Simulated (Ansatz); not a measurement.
Cost and result by functional for the surface energy of the (110) surface of rock-salt HfN in its 1x1 cell (cut with top plane Hf + N, bottom plane Hf + N), outermost plane spacing 1.61 Å in the ideal cut, in Ansatz (plane waves, PAW). Single points on the PBE structure, on one kind of machine; costs are rough ratios of the slab run's core time (references not counted) to the cheapest single point. r2SCAN's cost holds its higher cutoff (500 against 420 eV). Differences are taken against r2SCAN for comparison alone: no measured value is at hand, so the table doesn't rank accuracy.

Model: 14-atom slab, Hf7N7, 9.6 Å thick at the start (thin: gaps and levels are the slab's own), 12x8x1 mesh, Fermi-Dirac 0.1 eV, dipole correction, all atoms relaxed; held to the start's symmetry, so lower structures may exist; no spin, no spin-orbit, no U. These notes are the PBE run's.

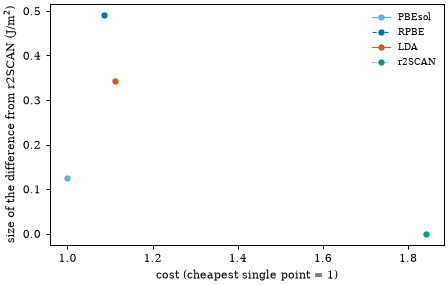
Figure. Difference from r2SCAN against cost

```csv
functional,relative cost,surface energy (J/m²),less r2SCAN (J/m²)
PBEsol,1,2.96,0.12
RPBE,1,2.34,-0.49
LDA,1,3.18,0.34
r2SCAN,2,2.83,0.00
PBE (the relaxed run's value),–,2.60,-0.24
```

The values span 0.83 J/m², while the single points' costs differ by a factor of roughly 2. Differences are of unrounded values.

Ansatz is a quantum-chemistry and plane-wave program.
